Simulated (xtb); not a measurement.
Calculation of the molecule and its ions, with input and output: BSi₂PH₈

- system: BSi₂PH₈
- method: GFN1-xTB (xtb 6.7.1)

The geometry was optimised with GFN1-xTB.

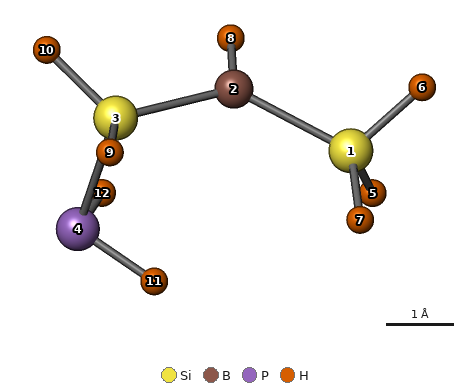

The structure as given in the input (ball-and-stick view, seen at a tilt; atoms are numbered from 1 in the order of the input). Bond lengths as drawn: B–H 1.23 Å, B–Si 1.96 to 1.99 Å, H–P 1.39 Å, H–Si 1.46 Å and P–Si 2.22 Å.

### Input (mol.xyz)
```
12

Si    -1.40319     1.33306    -0.66858
B     -0.37556     0.43020     0.77450
Si     1.45980    -0.24248     0.89102
P      1.31443    -2.02898    -0.42631
H     -2.34814     0.42226    -1.30255
H     -2.20220     2.42232    -0.12546
H     -0.62192     1.91442    -1.75384
H     -1.13272    -0.12366     1.56646
H      2.52745     0.59182     0.35199
H      1.94215    -0.68104     2.19453
H      0.71286    -1.44866    -1.54268
H      0.12703    -2.58926     0.04093
```

Command:
```bash
xtb --vipea --chrg 0 -P 1 -- mol.xyz | tee run.log
```

### The program's output
```
* xtb version 6.7.1
   ID    Z sym.   atoms
    1   14 Si     1, 3
    2    5 B      2
    3   15 P      4
    4    1 H      5-12

           -------------------------------------------------
          |                Calculation Setup                |
           -------------------------------------------------

          program call               : xtb --vipea --chrg 0 -P 1 -- mol.xyz
          coordinate file            : mol.xyz
          omp threads                :                     1

           -------------------------------------------------
          |                 G F N 1 - x T B                 |
           -------------------------------------------------

      * Hamiltonian:
        H0-scaling (s, p, d)           1.850000    2.250000    2.000000
        zeta-weighting                 0.000000
      * Dispersion:
        s8                             2.400000
        a1                             0.630000
        a2                             5.000000
        s9                             0.000000
      * Repulsion:
        kExp                           1.500000
        rExp                           1.000000
      * Coulomb:
        alpha                          2.000000
        third order                    atomic
        anisotropic                    false
      * Halogen bond correction:
        rad-scale                      1.300000
        damping                        0.440000

          ...................................................
          :                      SETUP                      :
          :.................................................:
          :  # basis functions                  50          :
          :  # atomic orbitals                  47          :
          :  # shells                           27          :
          :  # electrons                        24          :
          :  # halogen bonds                     0          :
          :  max. iterations                   250          :
          :  Hamiltonian                  GFN1-xTB          :
          :  restarted?                      false          :
          :  GBSA solvation                  false          :
          :  PC potential                    false          :
          :  electronic temp.          300.0000000     K    :
          :  accuracy                    1.0000000          :
          :  -> integral cutoff          0.2500000E+02      :
          :  -> integral neglect         0.1000000E-07      :
          :  -> SCF convergence          0.1000000E-05 Eh   :
          :  -> wf. convergence          0.2000000E-04 e    :
          :  Broyden damping             0.4000000          :
          :  net charge                          0          :
          :  unpaired electrons                  0          :
          ...................................................

 iter      E             dE          RMSdq      gap      omega  full diag
   1    -12.0241253 -0.120241E+02  0.589E+00    1.89       0.0  T
   2    -12.0475928 -0.234676E-01  0.378E+00    2.24       1.0  T
   3    -11.9482995  0.992934E-01  0.336E+00    1.70       1.0  T
   4    -12.1343248 -0.186025E+00  0.437E-01    2.03       1.0  T
   5    -12.1382879 -0.396307E-02  0.102E-01    1.97       1.0  T
   6    -12.1383359 -0.480965E-04  0.285E-02    1.97       1.0  T
   7    -12.1383339  0.200104E-05  0.214E-02    1.98       1.3  T
   8    -12.1383380 -0.406758E-05  0.604E-03    1.98       4.8  T
   9    -12.1383386 -0.561387E-06  0.998E-04    1.97      28.9  T
  10    -12.1383386 -0.951863E-08  0.206E-04    1.97     140.3  T
  11    -12.1383386 -0.190363E-09  0.275E-05    1.97    1048.2  T
  12    -12.1383386  0.184741E-12  0.133E-05    1.97    2163.8  T

   *** convergence criteria satisfied after 12 iterations ***

         #    Occupation            Energy/Eh            Energy/eV
      -------------------------------------------------------------
         1        2.0000           -0.7606133             -20.6973
       ...           ...                  ...                  ...
         6        2.0000           -0.4859203             -13.2226
         7        2.0000           -0.4736419             -12.8885
         8        2.0000           -0.4705592             -12.8046
         9        2.0000           -0.4702888             -12.7972
        10        2.0000           -0.4464948             -12.1497
        11        2.0000           -0.4285563             -11.6616
        12        2.0000           -0.4038802             -10.9901 (HOMO)
        13                         -0.3313210              -9.0157 (LUMO)
        14                         -0.2218252              -6.0362
        15                         -0.2032219              -5.5299
        16                         -0.1937763              -5.2729
        17                         -0.1824182              -4.9639
       ...                                ...                  ...
        47                          1.6189918              44.0550
      -------------------------------------------------------------
                  HL-Gap            0.0725592 Eh            1.9744 eV
             Fermi-level           -0.3676006 Eh          -10.0029 eV

 SCC (total)                   0 d,  0 h,  0 min,  0.011 sec
 SCC setup                      ...        0 min,  0.000 sec (  0.807%)
 Dispersion                     ...        0 min,  0.000 sec (  0.452%)
 classical contributions        ...        0 min,  0.000 sec (  0.187%)
 integral evaluation            ...        0 min,  0.002 sec ( 22.467%)
 iterations                     ...        0 min,  0.003 sec ( 31.780%)
 molecular gradient             ...        0 min,  0.005 sec ( 42.947%)
 printout                       ...        0 min,  0.000 sec (  1.300%)

         :::::::::::::::::::::::::::::::::::::::::::::::::::::
         ::                     SUMMARY                     ::
         :::::::::::::::::::::::::::::::::::::::::::::::::::::
         :: total energy             -12.033399605313 Eh    ::
         :: gradient norm              0.000252372248 Eh/a0 ::
         :: HOMO-LUMO gap              1.974435010609 eV    ::
         ::.................................................::
         :: SCC energy               -12.138338587481 Eh    ::
         :: -> electrostatic           0.007136276576 Eh    ::
         :: repulsion energy           0.109909791173 Eh    ::
         :: dispersion energy         -0.004970809005 Eh    ::
         :: halogen bond corr.         0.000000000000 Eh    ::
         :: add. restraining           0.000000000000 Eh    ::
         :: total charge               0.000000000000 e     ::
         :::::::::::::::::::::::::::::::::::::::::::::::::::::

           -------------------------------------------------
          |        vertical delta SCC IP calculation        |
           -------------------------------------------------

 iter      E             dE          RMSdq      gap      omega  full diag
   1    -11.6234610 -0.116235E+02  0.134E+00    1.97       0.0  T
   2    -11.6192678  0.419317E-02  0.139E+00    1.81       1.0  T
   3    -11.6347495 -0.154817E-01  0.892E-01    1.71       1.0  T
   4    -11.6398988 -0.514928E-02  0.710E-01    1.71       1.0  T
   5    -11.6440504 -0.415164E-02  0.129E-01    1.65       1.0  T
   6    -11.6443752 -0.324805E-03  0.391E-02    1.68       1.0  T
   7    -11.6443992 -0.239998E-04  0.222E-02    1.67       1.3  T
   8    -11.6444102 -0.109319E-04  0.341E-03    1.67       8.5  T
   9    -11.6444104 -0.182527E-06  0.157E-03    1.67      18.4  T
  10    -11.6444104 -0.285906E-07  0.819E-04    1.67      35.3  T
  11    -11.6444104 -0.115699E-07  0.938E-05    1.68     307.9  T
  12    -11.6444104 -0.137913E-09  0.196E-05    1.68    1469.9  T
     SCC iter.                  ...        0 min,  0.003 sec
     gradient                   ...        0 min,  0.005 sec
------------------------------------------------------------------------
empirical IP shift (eV):    4.8455
delta SCC IP (eV):    8.5950
------------------------------------------------------------------------
           -------------------------------------------------
          |        vertical delta SCC EA calculation        |
           -------------------------------------------------

 iter      E             dE          RMSdq      gap      omega  full diag
   1    -12.3086745 -0.123087E+02  0.306E+00    3.11       0.0  T
   2    -12.3626282 -0.539537E-01  0.160E+00    2.65       1.0  T
   3    -12.3668346 -0.420635E-02  0.113E+00    2.42       1.0  T
   4    -12.3652841  0.155043E-02  0.674E-01    2.68       1.0  T
   5    -12.3686513 -0.336719E-02  0.307E-01    2.45       1.0  T
   6    -12.3687324 -0.811280E-04  0.645E-02    2.50       1.0  T
   7    -12.3687464 -0.139206E-04  0.226E-02    2.49       1.3  T
   8    -12.3687477 -0.131974E-05  0.622E-03    2.48       4.6  T
   9    -12.3687478 -0.643888E-07  0.178E-03    2.48      16.2  T
  10    -12.3687478 -0.496143E-08  0.109E-03    2.48      26.5  T
  11    -12.3687478 -0.322083E-08  0.288E-04    2.48     100.3  T
  12    -12.3687478 -0.140652E-09  0.205E-05    2.48    1404.8  T
  13    -12.3687478 -0.936140E-12  0.914E-06    2.48    3157.9  T
     SCC iter.                  ...        0 min,  0.003 sec
     gradient                   ...        0 min,  0.005 sec
------------------------------------------------------------------------
empirical EA shift (eV):    4.8455
delta SCC EA (eV):    1.4242
------------------------------------------------------------------------
           -------------------------------------------------
          |                Property Printout                |
           -------------------------------------------------

    * Orbital Energies and Occupations

         #    Occupation            Energy/Eh            Energy/eV
      -------------------------------------------------------------
         1        2.0000           -0.5759839             -15.6733
         2        2.0000           -0.4481136             -12.1938
         3        2.0000           -0.4376166             -11.9082
         4        2.0000           -0.3520533              -9.5799
         5        2.0000           -0.3483920              -9.4802
         6        2.0000           -0.3115057              -8.4765
         7        2.0000           -0.3104360              -8.4474
         8        2.0000           -0.3075960              -8.3701
         9        2.0000           -0.3073843              -8.3644
        10        2.0000           -0.2635777              -7.1723
        11        2.0000           -0.2458977              -6.6912
        12        2.0000           -0.2232819              -6.0758
        13        1.0000           -0.1318444              -3.5877 (HOMO)
        14                         -0.0405995              -1.1048 (LUMO)
        15                         -0.0256623              -0.6983
        16                         -0.0152511              -0.4150
        17                         -0.0016496              -0.0449
        18                          0.0102184               0.2781
        19                          0.0227464               0.6190
        20                          0.0323208               0.8795
        21                          0.0353073               0.9608
        22                          0.0773139               2.1038
        23                          0.0831620               2.2630
        24                          0.0924450               2.5156
       ...                                ...                  ...
        47                          1.7939923              48.8170
      -------------------------------------------------------------
                  HL-Gap            0.0912449 Eh            2.4829 eV
             Fermi-level           -0.1318926 Eh           -3.5890 eV

  Mulliken/CM5 charges         n(s)   n(p)   n(d)
     1Si   -0.10323 -0.34005   1.277  2.303  0.524
     2B    -0.22233 -0.37295   1.000  2.222  0.000
     3Si   -0.07218 -0.23057   1.260  2.216  0.596
     4P    -0.09498 -0.26281   1.727  3.310  0.057
     5H    -0.09433 -0.00752   1.094  0.000  0.000
     6H    -0.09735 -0.01021   1.097  0.000  0.000
     7H    -0.09193 -0.00543   1.092  0.000  0.000
     8H    -0.06344  0.03694   1.063  0.000  0.000
     9H    -0.09062 -0.00258   1.091  0.000  0.000
    10H    -0.09375 -0.00572   1.094  0.000  0.000
    11H     0.01554  0.10400   0.984  0.000  0.000
    12H     0.00861  0.09690   0.991  0.000  0.000

Wiberg/Mayer (AO) data.
largest (>0.10) Wiberg bond orders for each atom

 ---------------------------------------------------------------------------
     #   Z sym  total        # sym  WBO       # sym  WBO       # sym  WBO
 ---------------------------------------------------------------------------
     1  14 Si   4.393 --     2 B    1.246     7 H    0.951     5 H    0.946
                             6 H    0.945     3 Si   0.176
     2   5 B    3.459 --     1 Si   1.246     3 Si   1.207     8 H    0.815
     3  14 Si   4.569 --     2 B    1.207     4 P    1.104     9 H    0.938
                            10 H    0.937     1 Si   0.176
     4  15 P    3.140 --     3 Si   1.104    12 H    0.944    11 H    0.942
     5   1 H    0.989 --     1 Si   0.946
     6   1 H    0.988 --     1 Si   0.945
     7   1 H    0.988 --     1 Si   0.951
     8   1 H    0.993 --     2 B    0.815
     9   1 H    0.989 --     3 Si   0.938
    10   1 H    0.990 --     3 Si   0.937
    11   1 H    1.016 --     4 P    0.942
    12   1 H    1.015 --     4 P    0.944
 ---------------------------------------------------------------------------

Topologies differ in total number of bonds
Writing topology from bond orders to xtbtopo.mol

 dipole moment from electron density (au)
     X       Y       Z
   0.1470  -0.7773  -0.4224  total (Debye):    2.280

           -------------------------------------------------
          | TOTAL ENERGY              -12.263808778195 Eh   |
          | GRADIENT NORM               0.050222834114 Eh/α |
          | HOMO-LUMO GAP               2.482898898953 eV   |
           -------------------------------------------------

------------------------------------------------------------------------
------------------------------------------------------------------------
 total:
 *  cpu-time:     0 d,  0 h,  0 min,  0.037 sec
 * ratio c/w:     1.000 speedup
 SCF:
 *  cpu-time:     0 d,  0 h,  0 min,  0.031 sec
 * ratio c/w:     1.000 speedup
```

### Standard error
```
normal termination of xtb
```

### Summary

```tsv
quantity	value
outcome	converged
electrons treated	24
total energy	−12.033400 hartree
dispersion energy	−0.004971 hartree
basis functions	50
hardware	1 thread of Intel Xeon (Granite Rapids), 64 GiB of memory available, shared host
peak memory	0.076 GiB
```
